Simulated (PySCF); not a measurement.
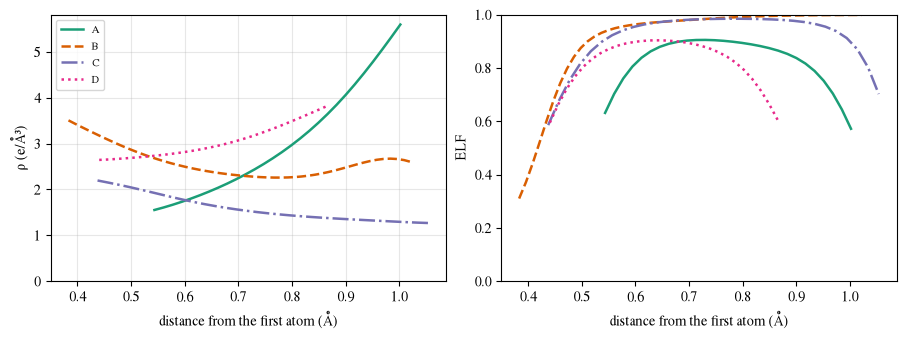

Figure 1: CH4B3NO3 (SMILES [H]/N=C/B1OBOBO1). Total electron density and ELF along straight lines between neighbouring atoms. The curves leave out the atomic cores.

Geometry: GFN2-xTB.

The calculation used PySCF, B3LYP/def2-SVPD, SCF density, gas phase.

```yaml
atoms:
  - { symbol: N, position_ang: [2.6219, 0.8009, 0.6254] }
  - { symbol: C, position_ang: [1.9321, 0.1259, -0.1825] }
  - { symbol: B, position_ang: [0.3495, 0.0082, -0.0776] }
  - { symbol: O, position_ang: [-0.4481, 1.1099, -0.0424] }
  - { symbol: B, position_ang: [-1.7982, 0.9795, 0.0459] }
  - { symbol: O, position_ang: [-2.3563, -0.2607, 0.0818] }
  - { symbol: B, position_ang: [-1.5701, -1.3670, 0.0210] }
  - { symbol: O, position_ang: [-0.2189, -1.2348, -0.0660] }
  - { symbol: H, position_ang: [3.6307, 0.7908, 0.4627] }
  - { symbol: H, position_ang: [2.3865, -0.4500, -1.0094] }
  - { symbol: H, position_ang: [-2.4777, 1.9302, 0.0805] }
  - { symbol: H, position_ang: [-2.0499, -2.4335, 0.0345] }
```

Which curve belongs to which contact (B–O, C–B, C–N and N–H)? The first atom named is at distance zero.

Curve A: B–O (1.36 Å): ρ is about 2.1 e/Å³ halfway; the ELF peaks at about 0.90 between the atoms: a polar covalent bond. Curve B: N–H (1.02 Å): ρ at the midpoint is about 2.8 e/Å³; the ELF climbs to about 1 towards the hydrogen, as it does in any bond to H; an ordinary covalent bond to hydrogen. Curve C: C–B (1.59 Å): ρ is about 1.4 e/Å³ halfway; the ELF peaks at about 1 between the atoms; localised, covalent bonding. Curve D: C–N (1.26 Å): ρ is about 2.9 e/Å³ halfway; the ELF peaks at about 0.90 between the atoms: a multiple bond.
